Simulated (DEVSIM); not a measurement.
Device: Cr/Si3N4/p-Ge capacitor, at 300 K.

```csv
layer (left to right),material,thickness (nm),Na (cm⁻³)
1,Si3N4,3.90,-
2,Ge,6300,4.5e14
```

Metal gate on the left, work function 4.5 eV. Fixed charge at the semiconductor interface 0 cm⁻² (in units of +e); no interface traps.

Constants are typed, rounded textbook-type inputs, not results; the design itself was drawn at random and stands for no fabricated device. Values at 300 K.

```csv
parameter,Si3N4,Ge
gap (eV),5.1,0.664
affinity (eV),2.1,4
permittivity,7.5,16
Nc (cm⁻³),-,1.04e19
Nv (cm⁻³),-,6e18
```

Simulated with DEVSIM: 1D Poisson equation in equilibrium, Boltzmann statistics, complete ionisation; no quantum confinement or tunnelling. Metal contacts follow the ideal Schottky-Mott rule: no Fermi-level pinning, no interface dipoles.

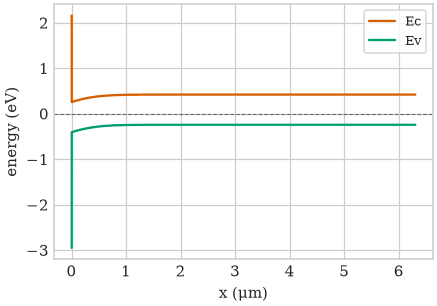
Band edges at 0.25 V on the gate

Energies count from the Fermi level of the right contact; mesh points crowd at the junctions.

```tsv
x (μm)	Ec (eV)	Ev (eV)	n (cm⁻³)	p (cm⁻³)	field (V/cm)
0.000	2.150	-2.950	< 1e2	< 1e2	8900
0.001122	2.151	-2.949	< 1e2	< 1e2	8900
0.002505	2.152	-2.948	< 1e2	< 1e2	8900
0.003701	2.153	-2.947	< 1e2	< 1e2	8900
0.005540	0.254	-0.410	5.6e14	7.8e11	4200
0.009057	0.256	-0.408	5.3e14	8.3e11	4100
0.01699	0.259	-0.405	4.7e14	9.4e11	4000
0.04348	0.269	-0.395	3.1e14	1.4e12	3800
0.09462	0.288	-0.376	1.5e14	2.8e12	3400
0.2100	0.323	-0.341	3.9e13	1.1e13	2700
0.4545	0.374	-0.290	5.4e12	8.2e13	1500
1.339	0.417	-0.247	1.0e12	4.3e14	51
2.916	0.419	-0.245	9.7e11	4.5e14	≈ 0
4.758	0.419	-0.245	9.7e11	4.5e14	≈ 0
5.782	0.419	-0.245	9.7e11	4.5e14	≈ 0
6.065	0.419	-0.245	9.7e11	4.5e14	≈ 0
6.199	0.419	-0.245	9.7e11	4.5e14	≈ 0
6.258	0.419	-0.245	9.7e11	4.5e14	≈ 0
6.289	0.419	-0.245	9.7e11	4.5e14	≈ 0
6.298	0.419	-0.245	9.7e11	4.5e14	≈ 0
6.302	0.419	-0.245	9.7e11	4.5e14	≈ 0
6.304	0.419	-0.245	9.7e11	4.5e14	≈ 0
```
